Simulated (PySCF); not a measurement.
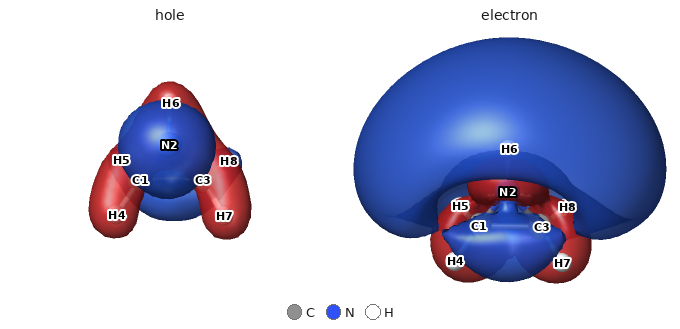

*C₂H₅N, SMILES `C1NC1`. Leading natural transition orbital pair of S₁ (full linear response singlet states); the surfaces enclose about 85 % of each orbital's density.*

Computed with PySCF, B3LYP/6-31+G*, geometry: GFN2-xTB. No frequency check shows the geometry to be a minimum.

Input

```python
import numpy as np
from pyscf import gto, scf, dft, tdscf
from pyscf.scf import atom_ks, atom_hf
from scipy.linalg import block_diag

def solve(mol, dm0=None, hcore=None):
    mf = (dft.UKS if mol.spin else dft.RKS)(mol, xc='b3lyp')
    mf.grids.level = 3
    mf = mf.density_fit(auxbasis='def2-universal-jkfit')
    mf.conv_tol, mf.max_cycle = 1e-8, 80
    if hcore is not None:
        mf.get_hcore = lambda *args: hcore
    mf.kernel(dm0)
    if not mf.converged:
        mf = mf.newton().run(mf.mo_coeff, mf.mo_occ, max_cycle=30)
    assert mf.converged, 'SCF not converged'
    return mf

mol = gto.M(atom='''
C      0.73866    -0.39026     0.02705
N     -0.00005     0.83456    -0.16924
C     -0.73862    -0.39032     0.02705
H      1.26289    -0.74603    -0.84918
H      1.26253    -0.55966     0.96120
H     -0.00004     1.45313     0.63604
H     -1.26283    -0.74612    -0.84917
H     -1.26247    -0.55975     0.96121
''', basis='6-31+g*', charge=0, spin=0, verbose=4)
mf = solve(mol)
td = mf.TDDFT()
td.nstates, td.singlet, td.conv_tol = 4, True, 1e-5
td.kernel()
td.analyze()
x, y = np.array([p[0] for p in td.xy]), np.array([p[1] + 0 * p[0] for p in td.xy])
f, mu = td.oscillator_strength(), td.transition_dipole()
nto = [td.get_nto(state=i + 1, verbose=4) for i in range(len(td.e))]
# spherically averaged free atoms, for the promolecule
atm = atom_ks.get_atm_nrks(mol, xc='b3lyp')
pro = block_diag(*[(atm[a[0]][2] * atm[a[0]][3]) @ atm[a[0]][2].T for a in mol._atom])
np.savez('result.npz', e=td.e, f=f, ok=td.converged, w=[n[0] for n in nto], nto=[n[1] for n in nto], x=x, y=y, c=mf.mo_coeff, occ=mf.mo_occ, eps=mf.mo_energy, pro=pro, mu=mu)
```

Command:

```sh
OMP_NUM_THREADS=1 python input.py
```

The run took 61 s on 1 thread of Arm Neoverse V2 (shared host), peak memory 0.43 GiB.

Question: Where does the state lie, and where do hole and electron sit?

Answer: 5.91 eV (210 nm), f = 0.001 (very weak), partly diffuse acceptor orbital; the leading pair carries 100 %; hole on N2 (61 %) and C1 and C3 (12 % each), electron on H6 (25 %), N2 (18 %) and C1 and C3 (17 % each) (atom shares of so diffuse an orbital are rough); their centroids lie 1.5 Å apart. In canonical orbitals it is mainly HOMO → LUMO (98 %). The HOMO–LUMO gap is 7.01 eV.
